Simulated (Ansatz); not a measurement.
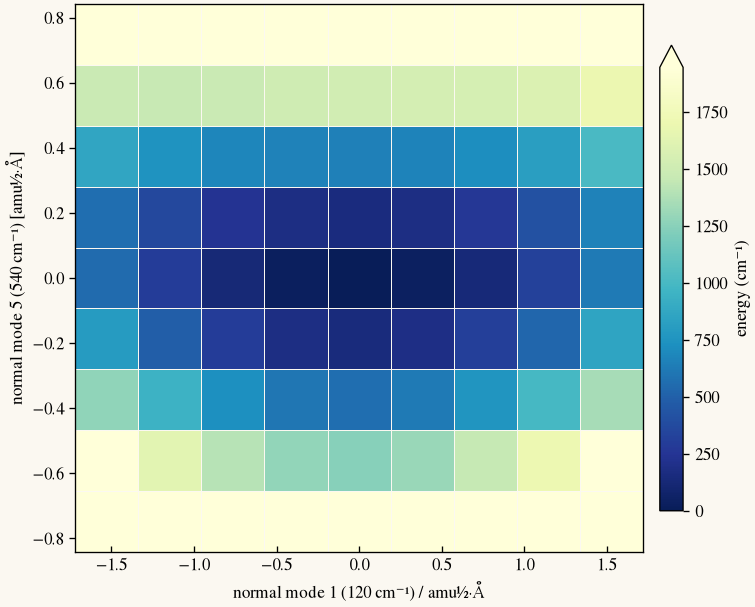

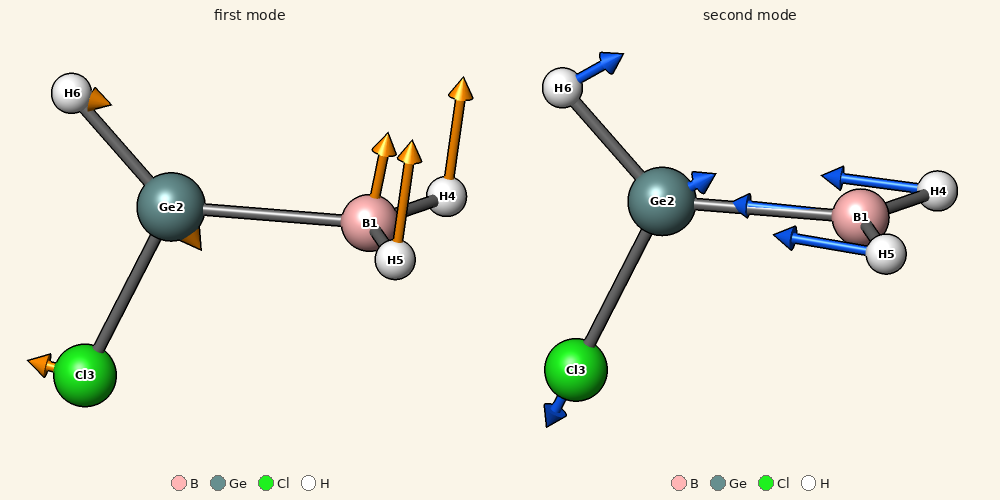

Energy landscape of BClGeH3, SMILES [BH2][GeH+][Cl], charge +1. First axis: normal mode 1 (120 cm⁻¹). Second axis: normal mode 5 (540 cm⁻¹). Nothing is relaxed (straight displacements along the two mass-weighted modes). The scan uses a 9 × 9 grid. Points are written as (first, second). All energies are given in cm⁻¹ relative to the lowest grid point. All numbers below come from RKS PBE0-D4/def2-TZVP in Ansatz 0.2.0.

In the figure: one coloured cell a grid point, one colour for all values above the top of the scale. The second picture is the structure at the lowest point

Q: Describe this landscape.

A: The lowest grid point is at (0.00 amu½·Å, 0.000 amu½·Å). No other kind of well shows on this grid. The highest grid point, (1.53 amu½·Å, −0.748 amu½·Å), lies 3038 cm⁻¹ above the lowest.

Grid values (cm⁻¹):

```tsv
normal mode 5 (540 cm⁻¹) ↓, normal mode 1 (120 cm⁻¹) →	−1.53	−1.15	−0.76	−0.38	0.00	0.38	0.76	1.15	1.53
0.748	2449	2568	2693	2790	2839	2840	2806	2766	2764
0.561	1475	1461	1481	1508	1527	1536	1548	1587	1690
0.374	861	742	681	655	651	668	717	819	1004
0.187	564	365	242	176	157	182	260	411	659
0.000	550	292	124	30	0	32	135	323	619
−0.187	793	494	295	182	146	186	308	525	855
−0.374	1271	945	728	605	568	616	754	992	1346
−0.561	1968	1629	1404	1279	1247	1304	1454	1707	2077
−0.748	2872	2534	2311	2192	2167	2234	2396	2660	3038
```

The input of one point:

```yaml
crystal:
  periodic: [false, false, false]
  atoms:
    - { symbol: B, position_ang: [-0.934689, 0.303466, -0.663539] }
    - { symbol: Ge, position_ang: [0.649631, -0.04822, 0.619484] }
    - { symbol: Cl, position_ang: [1.800357, -1.709151, 0.183467] }
    - { symbol: H, position_ang: [-1.968924, -0.210189, -0.387618] }
    - { symbol: H, position_ang: [-0.712344, 0.980929, -1.612879] }
    - { symbol: H, position_ang: [1.165968, 0.683166, 1.861097] }
total_charge: 1
basis:
  gaussian: { orbitals: def2-TZVP }
hamiltonian:
  xc: pbe0
  dispersion: d4
output:
  forces: true
```

The whole map (81 points run) took 9.2 min on 1 thread of Intel(R) Xeon(R) Platinum 8375C CPU @ 2.90GHz (Ice Lake), on a shared host.
